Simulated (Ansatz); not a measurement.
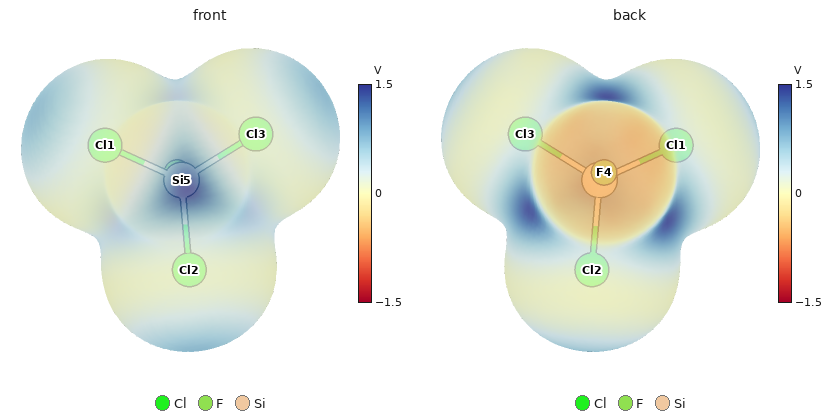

Figure 1: Cl3FSi (SMILES F[Si](Cl)(Cl)Cl). The molecular electrostatic potential painted on the density surface at 0.002 e/bohr³, seen from the front and from behind; the colour scale runs from red (negative) to blue (positive).

Geometry: PBE0-D4/def2-SVP.

The calculation used isolated molecule in a Gaussian basis; Kohn-Sham density functional theory, functional PBE0 in Ansatz 0.2.0.

```yaml
atoms:
  - { symbol: Cl, position_ang: [1.0288, -0.5070, 0.2377] }
  - { symbol: Cl, position_ang: [0.0496, 1.2560, -2.4141] }
  - { symbol: Cl, position_ang: [-2.0973, -0.7799, -0.8830] }
  - { symbol: F, position_ang: [0.2895, -1.6864, -2.3664] }
  - { symbol: Si, position_ang: [-0.1605, -0.4877, -1.4031] }
```

Which sites attract a positive test charge, and which a negative one?

Answer. A positive charge is drawn to the negative regions and a negative charge to the positive ones. The most negative region (about −0.5 V) lies over F4, the most positive (about +1.4 V) over Si5. Cl1 shows a σ-hole: about +0.7 V at the tip opposite its bond, against about +0.1 V on its flanks. Cl2 shows a σ-hole: about +0.7 V at the tip opposite its bond, against about +0.1 V on its flanks. Cl3 shows a σ-hole: about +0.7 V at the tip opposite its bond, against about +0.1 V on its flanks.
